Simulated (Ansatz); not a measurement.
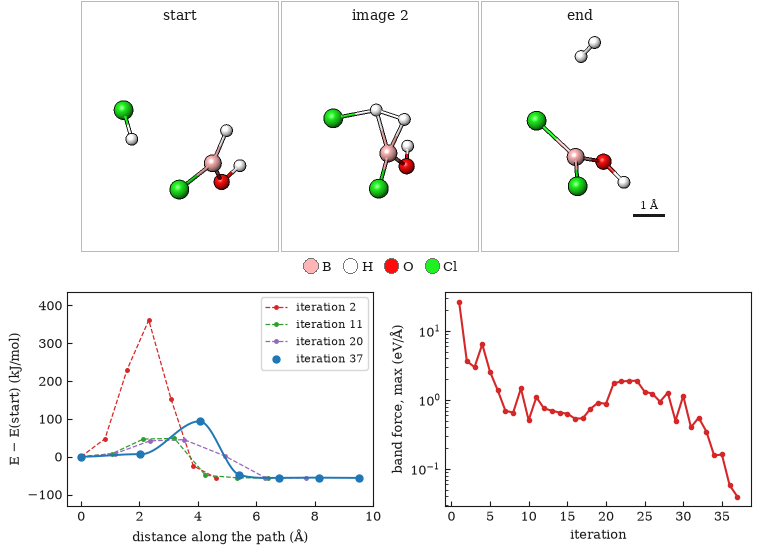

A search for the minimum-energy path of BH3OCl2, made up at the start of BH2OCl and HCl by the nudged elastic band. Images are numbered from 0 (start) to 6 (end). The plot follows the band through its iterations. A ball-and-stick model, seen from a free direction.

These are results of RKS PBE/def2-SVP (Ansatz), not measurements. Settings: 5 movable images; climbing image; force threshold 0.05 eV/Å; iteration limit 60; starting path by straight interpolation.

How did the profile develop, and is the result final?

Answer. The run is converged, with reservations. The band converged in 37 iterations. The largest component of the band force went from 27 to 0.04 eV/Å. The climbing image converged on the top of the path. Its curvatures weren't checked. The straight starting path can push atoms close together and costs iterations. The first iteration put the highest image at 833.6 kJ/mol. The highest point, image 2, lies 93.6 kJ/mol above the start and 149.7 kJ/mol above the end; the end is at −56.1 kJ/mol relative to the start.

Limits of the set-up: the start holds two separate molecules, 2.5 Å apart at their closest, whose relative position is a soft coordinate and is computed without a dispersion correction.
